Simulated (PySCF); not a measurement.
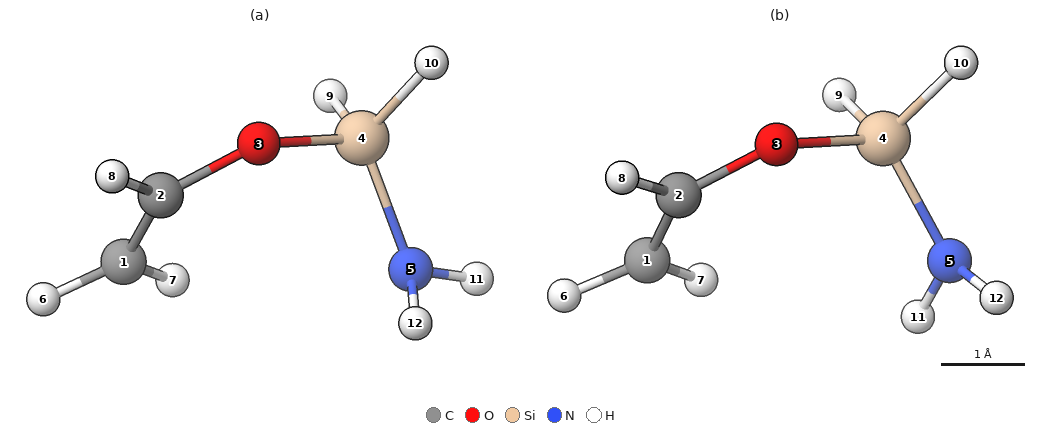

The structure of C2H7NOSi before (left) and after (right) a relaxation, at one scale.

A ball-and-stick model, seen at a tilt.

The start comes from GFN2-xTB.

Theory: PBE0-D3(BJ)/def2-SVP geometry optimisation, gas phase (PySCF). 

Describe what moved and what it gained.

The energy falls by 22.0 kJ/mol in 16 geometry steps. The largest force component goes from 1.1 to 0.017 eV/Å. The largest move after the best rigid fit is that of H11, 1.06 Å. Largest moves by element: H 1.06 Å, N 0.26 Å, O 0.13 Å, C 0.09 Å, Si 0.08 Å. Near-neighbour distances that change, for instance: O3–Si4 1.630 → 1.692 Å, Si4–H9 1.462 → 1.490 Å, Si4–H10 1.461 → 1.483 Å, C1–H7 1.075 → 1.093 Å. Among the angles between lasting bonds that change: N5–Si4–H10 118.0° → 108.8°, O3–Si4–N5 109.9° → 116.4°, O3–Si4–H9 113.3° → 107.6°. The run took of the order of 120 core-seconds on a shared host.
